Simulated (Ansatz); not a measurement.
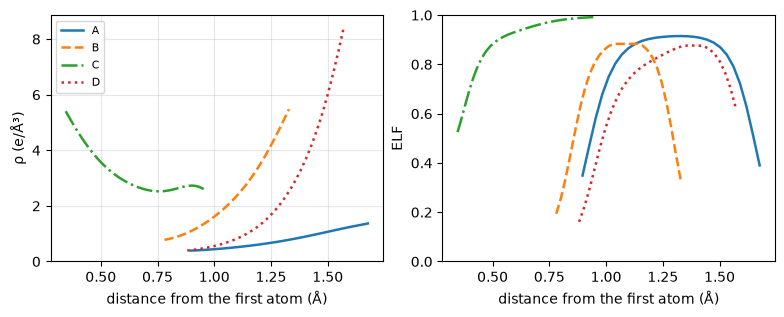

AlFH4O2S. Electron density and electron localisation function along straight lines between neighbouring atoms. The curves leave out the atomic cores.

A transition-state structure; geometry: PBE0-D4/def2-TZVP.

Computed with RKS PBE0-D4/def2-TZVPP (Ansatz).

The calculation's input:

```
crystal:
  periodic: [false, false, false]
  atoms:
    - {symbol: Al, position_ang: [-0.263318, -0.207998, -0.172148]}
    - {symbol: S, position_ang: [1.823447, 0.787437, -0.122336]}
    - {symbol: O, position_ang: [-0.389327, -1.794853, -0.732602]}
    - {symbol: O, position_ang: [-1.484902, 0.926894, -0.446807]}
    - {symbol: H, position_ang: [0.993250, 0.272013, 1.384317]}
    - {symbol: F, position_ang: [0.098615, -0.217655, 1.698075]}
    - {symbol: H, position_ang: [1.278318, 2.016671, -0.104455]}
    - {symbol: H, position_ang: [0.254104, -2.490670, -0.628877]}
    - {symbol: H, position_ang: [-2.310089, 0.708161, -0.875066]}
basis:
  gaussian: {orbitals: def2-TZVPP}
hamiltonian: {xc: pbe0, dispersion: d4}
output: {orbitals: {seedname: orbitals}}
```

Command:

```sh
ansatz run in.yaml --threads 4 --pin off --events-out ev --progress --plain --max-ram 9574MiB
```

**Which curve belongs to which contact (Al–F, Al–O, Al–S and O–H)? The first atom named is at distance zero.**

Curve A: Al–S (2.31 Å): ρ is about 0.57 e/Å³ halfway; the ELF peaks at about 0.90 in the valence shell of S, 1.0 Å from its nucleus, and is about 0.90 at the midpoint. Curve B: Al–O (1.69 Å): ρ at the midpoint is about 0.91 e/Å³; the ELF peaks at about 0.90 in the valence shell of O, 0.7 Å from its nucleus, and is about 0.45 at the midpoint. Curve C: O–H (0.95 Å): ρ at the midpoint is about 3.8 e/Å³; the ELF climbs to about 1 towards the hydrogen, as it does in any bond to H: an ordinary covalent bond to hydrogen. Curve D: Al–F (1.90 Å): the density is about 0.48 e/Å³ at the midpoint; the ELF peaks at about 0.90 in the valence shell of F, 0.5 Å from its nucleus, and is about 0.40 at the midpoint.
